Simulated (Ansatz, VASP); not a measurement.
# Sr (Sr(110)) in two plane-wave programs

Aim: how closely do two programs agree when they are given the same cell, functional and k mesh?

Calculated with Ansatz 0.2.0; plane waves, with VASP 6.6.1 beside it; single point at PBEsol, single point at PBE and single point at RPBE.

### 1. The structure

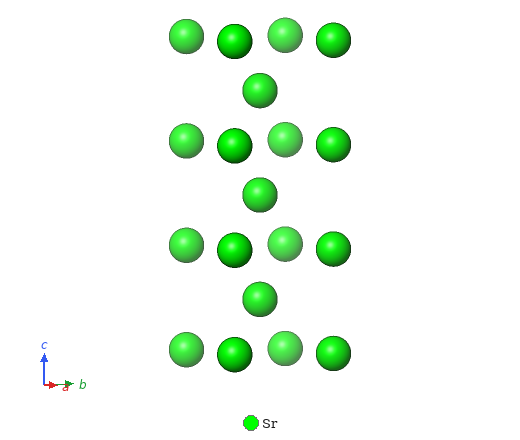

The cell as given, from the side, with the c axis up (strontium green). Some periodic images of atoms are drawn too.

The cell holds 7 atoms: 7 Sr. Cell: a = 6.080 Å, b = 4.299 Å, c = 20.898 Å, α = 90.0°, β = 90.0°, γ = 90.0°. Vacuum lies along c.

### 2. Ansatz: single point, PBEsol

Ansatz runs on its default PAW (the set named soft_2) files.

With cell and atoms fixed, the geometry can't cause a difference; cores, projectors, grids and the points listed under the comparison can.

File input.yaml:

```yaml
crystal:
  lattice:
    - [6.08, 0.0, 0.0]
    - [0.0, 4.2992092296, 0.0]
    - [0.0, 0.0, 20.8976276888]
  atoms:
    - { symbol: Sr, position: [0.0, 0.0, 0.1914092862] }
    - { symbol: Sr, position: [0.5, 0.5, 0.2942728575] }
    - { symbol: Sr, position: [0.0, 0.0, 0.3971364287] }
    - { symbol: Sr, position: [0.5, 0.5, 0.5] }
    - { symbol: Sr, position: [0.0, 0.0, 0.6028635713] }
    - { symbol: Sr, position: [0.5, 0.5, 0.7057271425] }
    - { symbol: Sr, position: [0.0, 0.0, 0.8085907138] }
hamiltonian:
  xc: pbesol
  pseudopotentials: { kind: paw }
kpoints:
  mp_grid: { grid: [4, 6, 1] }
scf:
  occupations: { method: methfessel_paxton, width: 0.1 }
  n_extra_bands: 5
efield:
  axis: 3
  dipole_correction: true
  ramp_width: 0.04
output:
  forces: true
  eigenvalues: true
```

The run is started by

```
ansatz run input.yaml --threads 4 --pin off --max-ram 9216MiB --backend cpu --events-out ev --progress --plain --runs-dir out
```

Numbers of over 12 decimals in the logs are rounded to 6 here.

Log:

```text
scf.n_extra_bands = 5 over 35 filled bands (N_el = 70.0): the run solves 40 bands
Engine: ansatz 0.2.0, aarch64-unknown-linux-gnu
Pseudopotentials: kind: paw
Pseudopotential: Sr, paw, valence charge 10, recommended cutoff 420 eV (normal), Sr.paw.azcp
Functional definition: PBEsol
  exchange = pbesol_x
  correlation = pbesol_c
Crystal: 7 atoms, lattice volume = 546.247 Å³
Basis set: ecut = 420 eV, 10707 PW (Γ), exchange–correlation on 90×60×288 points (8 copies of the dense FFT grid, shifted against one another)
Bands: 40, of which v1, the nominal top of the filled ones, is band 35 counted from 1 (34 counted from 0)
Symmetry: 4 space group operations
k-points: 12 of 24
Non-local potential: Sr, projectors of the file, l = 0: 3, l = 1: 2, l = 2: 2
PAW form: soft (Blöchl's): semilocal exchange-correlation on the pseudo side does not see the compensation charge
PAW frozen core: Sr, regenerated for the run's functional, and the local potential with it (the file was generated under x = pbe(κ = 0.804, μ = 0.219515), c = pbe(β = 0.066725))
PAW one-centre angular grid: Sr, 110 points (default); XC on 64 Gauss nodes
Initial density: superposition of atomic densities (neutral atoms: chi_scale 0, normalization atom), corrected by the library's trained network
Initial wavefunctions: pseudopotential atomic-orbital guess
Functional: x = pbesol(κ = 0.804, μ = 0.123457), c = pbesol(β = 0.046)
SCF iter   1: F=—  HF=-24444.056158 eV  |F-HF|=—  |Δ(HF+E_count)|=         —  Δρ=3.06e-3  dr2=3.02e0  ethr=1.77e-3  p=0.000 e·Å  D=2.22e-14 V/Å  ΔV_dip=-0.00 eV  dr2_dipole=5.21e-6  V_vac-E_F(+/−)=2.23/2.25 eV  ⟨swp⟩=16.2  Hψ=2753  notcnv=0
efield: sawtooth ramp at fractional position 0.9800 (placed from the atoms, in the widest stretch of the axis that holds none; the zero of the levels goes with the place), width 0.0400; the density the first Hamiltonian is built on has a dipole p = 0.000 e·Å; the dipole correction subtracts the counter field D = 2.22e-14 V/Å, which shifts the + side's vacuum level by -0.00 eV against the − side's; the planar-averaged density in the ramp window peaks in size at 2.3e-3 e/Å³
preconditioner: auto → LDOS  [metal: Δε(μ)=0.004 eV  Ē_g=1.569 eV  σ=0.100 eV  W_gap=0.03  n_scr=72 (ndim 8)  ℏωp=5.9 eV  f_vac=0.200  D(μ)=13.91/eV (n_scr^D=96)  β→1.0]
SCF iter   2: F=—  HF=-24443.945950 eV  |F-HF|=—  |Δ(HF+E_count)|=   1.10e-1  S|Δr|=    0.00e0  Δρ=1.13e-3  dr2=1.24e-1  ethr=1.77e-3  p=0.000 e·Å  D=1.07e-5 V/Å  ΔV_dip=-0.00 eV  dr2_dipole=4.72e-6  V_vac-E_F(+/−)=2.42/2.45 eV  ⟨swp⟩=2.1  Hψ=600  notcnv=0
SCF iter   3: F=—  HF=-24443.947215 eV  |F-HF|=—  |Δ(HF+E_count)|=   1.26e-3  S|Δr|=    0.00e0  Δρ=6.69e-4  dr2=2.43e-2  ethr=1.78e-4  p=0.000 e·Å  D=7.21e-6 V/Å  ΔV_dip=-0.00 eV  dr2_dipole=7.67e-8  V_vac-E_F(+/−)=2.51/2.53 eV  ⟨swp⟩=2.7  Hψ=561  notcnv=0
SCF iter   4: F=—  HF=-24443.947681 eV  |F-HF|=—  |Δ(HF+E_count)|=   4.66e-4  S|Δr|=    0.00e0  Δρ=2.95e-4  dr2=1.97e-3  ethr=3.48e-5  p=0.000 e·Å  D=6.02e-6 V/Å  ΔV_dip=-0.00 eV  dr2_dipole=3.35e-8  V_vac-E_F(+/−)=2.55/2.57 eV  ⟨swp⟩=2.8  Hψ=734  notcnv=0
SCF iter   5: F=—  HF=-24443.947763 eV  |F-HF|=—  |Δ(HF+E_count)|=   8.23e-5  S|Δr|=    0.00e0  Δρ=9.75e-5  dr2=5.55e-4  ethr=2.81e-6  p=0.000 e·Å  D=2.87e-6 V/Å  ΔV_dip=-0.00 eV  dr2_dipole=8.33e-9  V_vac-E_F(+/−)=2.57/2.60 eV  ⟨swp⟩=2.0  Hψ=754  notcnv=0
SCF iter   6: F=—  HF=-24443.947813 eV  |F-HF|=—  |Δ(HF+E_count)|=   4.93e-5  S|Δr|=    0.00e0  Δρ=4.84e-5  dr2=7.96e-5  ethr=7.93e-7  p=0.000 e·Å  D=1.34e-6 V/Å  ΔV_dip=-0.00 eV  dr2_dipole=5.71e-9  V_vac-E_F(+/−)=2.59/2.61 eV  ⟨swp⟩=2.0  Hψ=540  notcnv=0
SCF iter   7: F=—  HF=-24443.947852 eV  |F-HF|=—  |Δ(HF+E_count)|=   3.91e-5  S|Δr|=    0.00e0  Δρ=1.82e-5  dr2=8.21e-6  ethr=1.14e-7  p=0.000 e·Å  D=4.04e-7 V/Å  ΔV_dip=-0.00 eV  dr2_dipole=4.25e-9  V_vac-E_F(+/−)=2.59/2.62 eV  ⟨swp⟩=2.9  Hψ=611  notcnv=0
SCF iter   8: F=—  HF=-24443.947854 eV  |F-HF|=—  |Δ(HF+E_count)|=   2.11e-6  S|Δr|=    0.00e0  Δρ=7.00e-6  dr2=1.18e-6  ethr=1.17e-8  p=0.000 e·Å  D=6.90e-8 V/Å  ΔV_dip=-0.00 eV  dr2_dipole=2.08e-10  V_vac-E_F(+/−)=2.60/2.62 eV  ⟨swp⟩=2.8  Hψ=865  notcnv=0
SCF iter   9: F=-24443.947854 eV  HF=-24443.947854 eV  |F-HF|=5.13e-10  |Δ(HF+E_count)|=   1.51e-7  S|Δr|=    0.00e0  Δρ=2.57e-6  dr2=6.72e-8  ethr=1.43e-10  p=-0.000 e·Å  D=-1.38e-8 V/Å  ΔV_dip=0.00 eV  dr2_dipole=3.22e-11  V_vac-E_F(+/−)=2.60/2.62 eV  ⟨swp⟩=12.8  Hψ=2983  notcnv=0
WARN: efield: at this solve's end the planar-averaged density reaches 2.60e-3 e/Å³ inside the ramp window [0.9321, 0.0679] (bound 1e-5 e/Å³); the window's nearer edge stands 2.58 Å from this solve's nearest atom along the axis. Its work functions, free energy, forces, stress, dipole, levels and responses can be off, and this figure does not tell by how much. The cell may have no vacuum along `efield.axis`. A short vacuum, a low `basis.ecutwfc` or `basis.ecutrho_ratio` and negative occupations (`scf.occupations.method`) can put density there. See the manual's quickstart, § The vacuum guard
SCF 1 converged in 9 iterations: F = -24443.947854 eV  dr2 = 6.72e-8
  greatest PAW one-centre occupation: 0.988 electrons in one spin orbital (limit 2), on the Sr atom at site 6 (counted from 0), in its partial waves of l = 0
SCF converged after 9 iterations
Stability not checked: this state was not tested for a lower state beside it, because cold or Methfessel-Paxton smearing, or corrected tetrahedra, fill the levels in a way that the test cannot read (fill_not_monotonic; see scf.lower_state_search)
Free energy (F): -24443.947854 eV
Harris-Foulkes:  -24443.947854 eV  (|F-HF|=5.13e-10)
Internal energy: -24443.934283 eV  (E = F + TS)
E sigma→0 (E₀):  -24443.944461 eV
Entropy (-TS):   -0.013571 eV (-1.939 meV/atom)
Fermi energy:    2.861115 eV
Dipole field:    D = -0.000005 V/Å  (p = -0.000014 e·Å, saw-weighted, corrected)
Work function:   Φ+ = 2.5967 eV (in doubt: plateau slope 3.9e-1 eV/Å)   Φ− = 2.6245 eV (in doubt: plateau slope 3.1e-1 eV/Å)
Levels:          The Fermi level and band energies are counted from a zero that moves with the ramp; work functions are not
Vacuum region:   at the solve's end the planar-averaged density reaches 2.60e-3 e/Å³ inside the ramp window [0.9321, 0.0679] (bound 1e-5 e/Å³)
--- Per-component energies (eV) ---
  E_band       = -1118.738526
  E_kinetic    = 1683.887411
  E_local      = -10284.024307  (includes V_loc(G=0)·N_el)
  E_nonlocal   = 1430.726245
  E_hartree    = 3723.872182
  E_xc         = -1182.325654
  E_vxc        = -1104.894190  (∫ρ·V_xc dr)
  E_paw        = -18512.058825  (= ΣΔE_a)
  E_vpaw       = -292.179465  (= ΣTr[D̂ρ^β])
  E_aug_tail   = -0.000010  (compensation charges beyond the density's cutoff)
  E_efield     = 0.000000  (sawtooth field / dipole correction)
  E_vefield    = 0.000000  (∫n·V_field dr)
  E_ewald      = -1304.951758
  E_core_change = 0.940432  (= ΣΔE_core)
  E_smearing   = -0.013571  (= −TS)
  E_closure    = 0.000000  (closes the sum)
  Σ components = -24443.947854   (vs F -24443.947854, Δ=0.00e0)
--- Forces (eV/Å), atoms counted from 1 ---
  atom   1  Sr     0.00000000     0.00000000     0.13921274
  atom   2  Sr     0.00000000     0.00000000     0.05444639
  atom   3  Sr     0.00000000     0.00000000    -0.06930974
  atom   4  Sr     0.00000000     0.00000000    -0.00000080
  atom   5  Sr     0.00000000     0.00000000     0.06931046
  atom   6  Sr     0.00000000     0.00000000    -0.05444520
  atom   7  Sr     0.00000000     0.00000000    -0.13921169
  max |Σ_I F_I| component: 2.15e-6 eV/Å
--- Band table (eV; the first three rows and the last of 12) ---
  k-point 0: bands = [... 31 lower, 1.3108, 2.0850, 2.3846, 2.7481, 2.8734, 3.1304, 3.2908, 3.5484, ... 1 higher]
  k-point 1: bands = [... 31 lower, 1.5487, 2.2930, 2.6165, 2.8922, 3.0904, 3.2132, 3.3806, 3.5268, ... 1 higher]
  k-point 2: bands = [... 31 lower, 2.0802, 2.5897, 2.7318, 2.8273, 3.2387, 3.3262, 3.3564, 3.3691, ... 1 higher]
  k-point 11: bands = [... 31 lower, 2.4148, 2.8437, 2.8638, 2.8755, 2.8842, 2.8944, 2.9249, 3.0242, ... 1 higher]
```

It took 6.6 s on 4 threads of Arm Neoverse V1, shared host; peak memory 0.82 GiB; 25 s of CPU time.

(Part 1 of 3 ends here.)

[Lines on the potential files, build, host, timing and source positions are cut from VASP's logs without a mark.]

[Logs are printed without paths, hosts, clocks, repeated set-up lines and the standing remarks that a program may print on its own settings, such as how far it seeks lower states.]

[Hosts, paths, dates, database ids (printed as entryN), source tags and the programs' standing remarks are cut or masked in the printed files.]
